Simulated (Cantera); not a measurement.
A closed system holds: 1 mol Cu2O, 4.3 mol CH4, 0.58 mol H2, at 750 Torr.

Cantera equilibrium calculation (NASA polynomials, part measured and part estimated; ideal gas, pure solids and liquids). Candidate condensed phases: C, C6H6, C7H8, C8H18, Cu, CuO, Cu(OH)2, Cu2O, H2O; 113 gas species. The numbers say what is thermodynamically allowed, not how fast it happens.

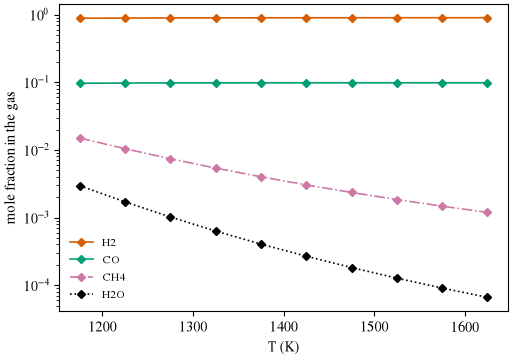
Figure. Equilibrium gas composition (values under 1e-9 drawn at 1e-9)

Q: Read off the mole fractions at 1175 K.

A: H2 about 0.89, CO about 0.097, CH4 about 0.015, H2O about 0.0030.
